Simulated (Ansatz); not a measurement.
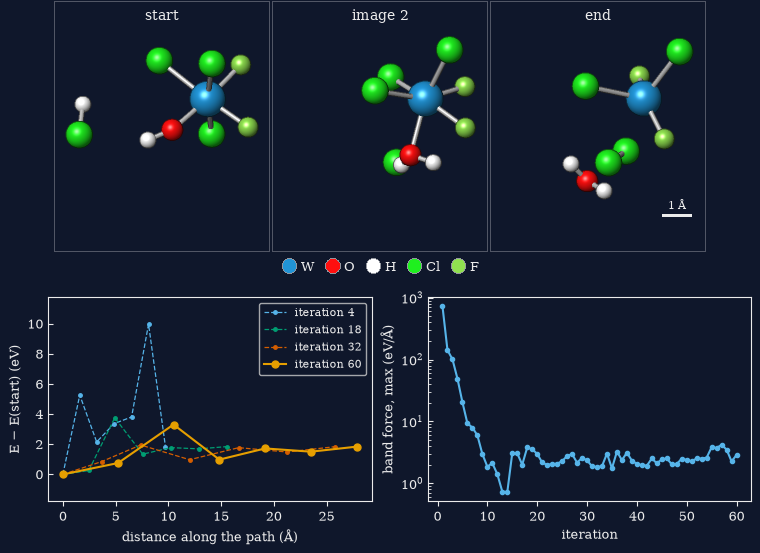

A nudged-elastic-band calculation for WH$_{2}$OCl$_{4}$F$_{2}$, made up at the start of WHOCl$_{3}$F$_{2}$ and HCl. Images are numbered from 0 (start) to 6 (end). The plot follows the band through its iterations. The picture is a ball-and-stick view, seen from a free direction.

The calculation used RHF/def2-SVP in Ansatz 0.2.0. Set-up: 5 movable images; climbing image; force threshold 0.05 eV/Å; iteration limit 60; starting path through a guess of the saddle point.

Did the band converge, and can the barrier be trusted?

The result isn't final. The band hadn't converged when the run stopped after 60 iterations. The largest component of the band force went from 720 to 2.9 eV/Å. The barrier read from it is provisional: over the last two iterations the highest image moved from 4.18 eV to 3.31 eV. The first iteration put the highest image at 121.21 eV. Relative to the start the highest point is image 2 at +3.31 eV and the end lies at +1.85 eV, but the profile dips to +0.98 eV at image 3 on the way, so there may be more than one step; on an unconverged band the side maxima are provisional.

Limits of the set-up: the start holds two separate molecules, 2.4 Å apart at their closest, whose relative position is a soft coordinate and is computed without a dispersion correction; Hartree-Fock leaves out electron correlation.

The run took 18 min on 4 threads of Arm Neoverse V1, with other jobs on the host, peak memory 0.65 GiB.
